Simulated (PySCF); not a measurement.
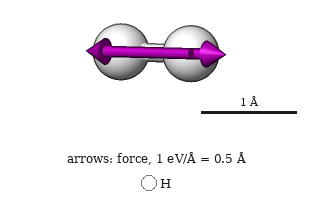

Starting geometry of H₂ with the computed forces as purple arrows. A ball-and-stick model, seen at a tilt.

The start comes from GFN2-xTB. Its atoms were then displaced at random by about 0.03 Å.

These are results of PBE0-D3(BJ)/def2-SVP geometry optimisation, gas phase (PySCF 2.14.0, density-fitted response routines), not measurements. 

Q: Is this structure relaxed? If not, where do the atoms go?

A: It isn't relaxed: the largest force vector, on H atoms, is 2.59 eV/Å. The atoms end up moving mostly along the starting forces (cosine between the two patterns 1.00). The largest moves after the best rigid fit, 0.049 Å, are those of H atoms. Among the contacts that change: H–H 0.859 → 0.761 Å. Over 4 geometry steps the energy falls by 3.24 kcal/mol. Cost: 0.52 s on 1 thread of Arm Neoverse V1 (shared host).
